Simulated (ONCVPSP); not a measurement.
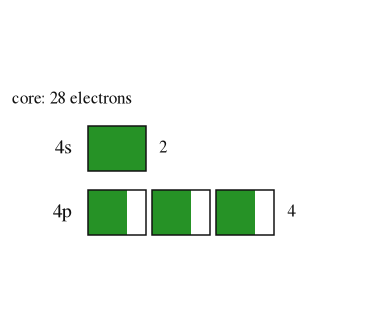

Figure 1. The valence shells of the reference configuration: a box for each of the 2l + 1 orbitals, shaded by the share of the shell that is filled, with the electron count at the right. The shells are those of the unaltered input.

# Pseudopotential generation for Se

- system: selenium (Se, Z = 34), core [Ar] 3d10, reference valence 4s2 4p4, valence charge 6. (This line and the method describe the unaltered input from which the odd one was made.)
- method: ONCV potential, PBEsol, scalar-relativistic, made with ONCVPSP 4.0.1

Input:
```
# ATOM AND REFERENCE CONFIGURATION
# atsym  z   nc   nv     iexc    psfile
  Se 34.00    6    2  -116133      upf
#
#   n    l    f
    1    0    2.00
    2    0    2.00
    2    1    6.00
    3    0    2.00
    3    1    6.00
    3    2   10.00
    4    0    2.00
    4    1    4.00
#
# PSEUDOPOTENTIAL AND OPTIMIZATION
# lmax
    1
#
#   l,   rc,      ep,       ncon, nbas, qcut
    0    1.25    0.00    4   14    6.00
    1    1.40    0.00    4    7    6.50
#
# LOCAL POTENTIAL
# lloc, lpopt,  rc(5),   dvloc0
    4    5    1.15    0.00
#
# VANDERBILT-KLEINMAN-BYLANDER PROJECTORs
# l, nproj, debl
    0    1    0.60
    1    1    0.40
#
# MODEL CORE CHARGE
# icmod, fcfact, rcfact
    1    0.70    0.00
#
# LOG DERIVATIVE ANALYSIS
# epsh1, epsh2, depsh
   -2.00    5.00    0.02
#
# OUTPUT GRID
# rlmax, drl
    6.00    0.01
#
# TEST CONFIGURATIONS
# ncnf
    4
# nvcnf
#   n    l    f
    2
    4    0    2.00
    4    1    3.00
#
    2
    4    0    2.00
    4    1    2.00
#
    2
    4    0    2.00
    4    1    1.00
#
    2
    4    0    1.00
    4    1    5.00
#
```

Command:
```bash
oncvpsp.x < Se.dat > Se.out
```

Log (extracts):
```
ONCVPSP  (Optimized Norm-Conservinng Vanderbilt PSeudopotential)
scalar-relativistic version 4.0.1

ONCVPSP  (Optimized Norm-Conservinng Vanderbilt PSeudopotential)
scalar-relativistic version 4.0.1 03/01/2019

While it is not required under the terms of the GNU GPL, it is
suggested that you cite D. R. Hamann, Phys. Rev. B 88, 085117 (2013)
in any publication utilizing these pseudopotentials.

test_data: must have ncon+2 <= nbas <= ncon+5, l=   0
ERROR: test_data found   1 ERROR; stopping
```

What the run reported:

- outcome: refused by the program
- hardware: 1 CPU thread, shared host

Diagnosis:

The input is odd on purpose: nbas of l = 0 set to 14. The generator stopped with the message “test_data: must have ncon+2 <= nbas <= ncon+5, l= 0”.
